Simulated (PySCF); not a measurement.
**C₃H₉ClGe, SMILES `C[Ge](C)(C)Cl`: what the electrons do**

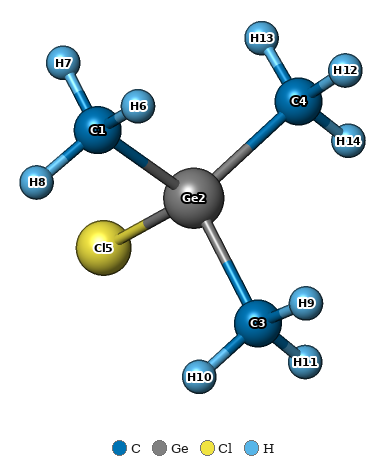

The molecule, with its atoms numbered as below. No frequency check shows the geometry to be a minimum.

Geometry (Å), atoms numbered from 1:

```
C1       0.8258    1.8774   -0.3688
Ge2      0.2616    0.0015   -0.0011
C3       0.8404   -0.6178    1.8023
C4       0.8322   -1.2564   -1.4374
Cl5     -1.8717   -0.0042    0.0041
H6       1.9071    1.9647   -0.3345
H7       0.4850    2.1908   -1.3514
H8       0.4015    2.5511    0.3701
H9       1.9236   -0.6503    1.8639
H10      0.4707    0.0532    2.5721
H11      0.4535   -1.6128    2.0028
H12      1.9140   -1.2706   -1.5247
H13      0.4124   -0.9575   -2.3934
H14      0.4905   -2.2632   -1.2150
```

Part 1: Bonding charge

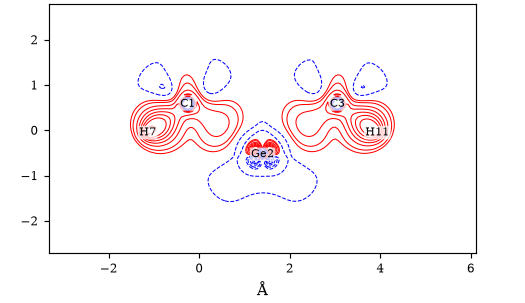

Deformation density (molecule less spherical, spin-averaged free atoms) in the plane of C1, Ge2, C3, H7 and H11; contours at ±0.05 to ±0.8 e/Å³; solid red lines: gain, dashed blue lines: loss.

Computed with PySCF, B3LYP/def2-SVPD, geometry: GFN2-xTB.

**How much density has each bond in this plane gained at its critical point, relative to the free atoms?**

C1–H7: +0.66 e/Å³ at the bond critical point (bond length 1.09 Å). C3–H11: +0.66 e/Å³ at the bond critical point (bond length 1.09 Å). Ge2–C3 and C1–Ge2: +0.19 e/Å³ at the bond critical point (bond length 1.99 Å). In all, 2.9 electrons gather in the regions of gain relative to the promolecule.

**Where do the Hirshfeld charges lie?**

The highest Hirshfeld charge is on Ge2 (+0.43 e), the lowest on Cl5 (−0.21 e).

Part 2: Local ionisation energy

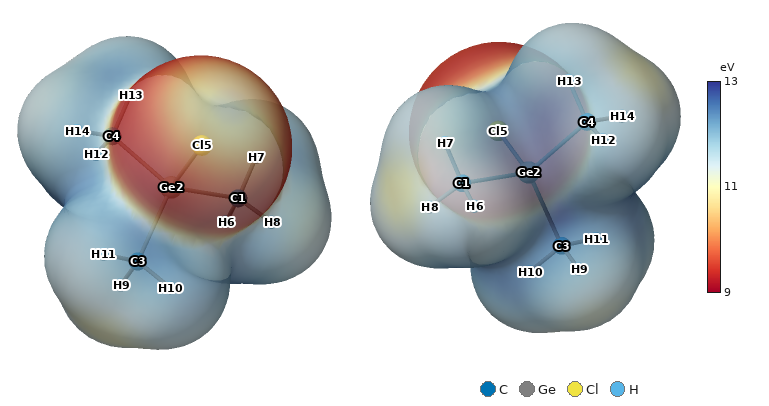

Average local ionisation energy on the surface of electron density 0.001 a.u. (back view left, front view right).

**Where are the most loosely bound electrons on this surface?**

The lowest value is 9.4 eV, 2.1 Å from Cl5, and at like points elsewhere. Further minima include 10.9 eV, near H7 (1.86 Å), H8 (1.91 Å), H6 (1.92 Å) and C1 (1.98 Å), and at like points elsewhere. For comparison, the highest occupied orbital lies at −7.9 eV.

Part 3: In an electric field

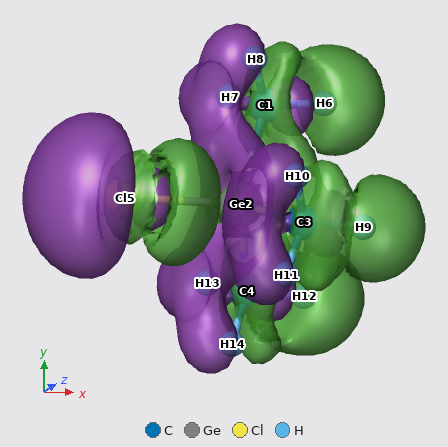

Change of the electron density in a uniform field of 0.21 V/Å, surfaces at ±0.001 e/Å³ (purple: gain, green: loss).

Method: B3LYP/def2-SVPD; geometry: GFN2-xTB; program: PySCF.

**Along which Cartesian direction does the field point?**

Along +x: electrons gather on the −x side, against the field.

**What dipole is induced, and what polarisability does it imply?**

The induced dipole is 0.85 D (along the field); α along this axis, from the fields in both directions, is 84 bohr³ (12.4 Å³).

**Which atoms gain and lose the most charge?**

Electrons gather most on Cl5 (Hirshfeld charge changes by −0.024 e) and leave H9 and H12 alike most (+0.009 e); 0.074 electrons are displaced in all.

The PySCF runs shown took 38 s and 98 s on 1 thread of Arm Neoverse V2, with other jobs on the host.
